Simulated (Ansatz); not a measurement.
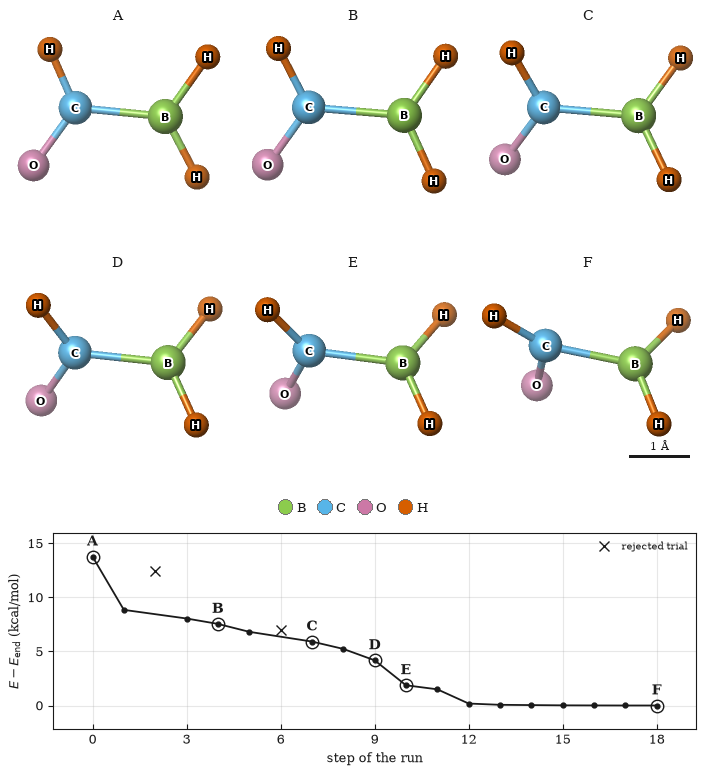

Frames of a relaxation of CH3BO, marked on the history of the run. Style: ball-and-stick. Shown face on.

The run prepares an end point of a later path (torsion) calculation, from a guessed geometry.

All numbers below come from RKS PBE/6-31G* in Ansatz. (no spin polarisation; force threshold 0.015 eV/Å; at most 40 steps)

### Describe the path.

The O atom moves most after the best rigid fit: 0.98 Å. By element the largest moves are O 0.98 Å, H 0.83 Å, C 0.24 Å, B 0.04 Å. Some distances before and after: B–O 2.371 → 1.962 Å, B–H 1.147 → 1.203 Å, C–H 1.070 → 1.113 Å, C–O 1.211 → 1.250 Å. Bond angles that change, for instance: B–C–O 120.5° → 89.1°, B–C–H 118.6° → 148.8°, H–B–H 117.2° → 122.4°. Groups turn about B–C by about 90°. After 16 accepted moves (18 points after the start) the energy has fallen by 13.8 kcal/mol. The largest force component goes from 2.1 to 0.012 eV/Å. The line search rejected the trial steps at points 2, 6 of the run. From step 0 to 4: an H atom moves most (0.17 Å), energy −6.23 kcal/mol. From step 4 to 7: O and H atoms move most (0.24 Å), energy −1.63 kcal/mol. From step 7 to 9: an H atom moves most (0.22 Å), energy −1.74 kcal/mol. From step 9 to 10: the O atom moves most (0.20 Å), energy −2.31 kcal/mol. From step 10 to 18: the O atom moves most (0.28 Å), energy −1.87 kcal/mol.

| step | E − E(0), kcal/mol | largest force component, eV/Å | note |
| --- | --- | --- | --- |
| 0 | 0.00 | 2.1306 |  |
| 1 | -4.93 | 1.0259 |  |
| 2 | -1.32 | 1.7542 | rejected |
| 3 | -5.73 | 0.2886 |  |
| 4 | -6.23 | 0.1837 |  |
| 5 | -6.96 | 0.7269 |  |
| 6 | -6.81 | 2.4619 | rejected |
| 7 | -7.86 | 0.6434 |  |
| 8 | -8.54 | 0.6135 |  |
| 9 | -9.60 | 0.9535 |  |
| 10 | -11.90 | 0.9781 |  |
| 11 | -12.28 | 1.5995 |  |
| 12 | -13.59 | 0.3501 |  |
| 13 | -13.71 | 0.2040 |  |
| 14 | -13.74 | 0.0803 |  |
| 15 | -13.76 | 0.1052 |  |
| 16 | -13.77 | 0.0693 |  |
| 17 | -13.77 | 0.0343 |  |
| 18 | -13.77 | 0.0120 |  |
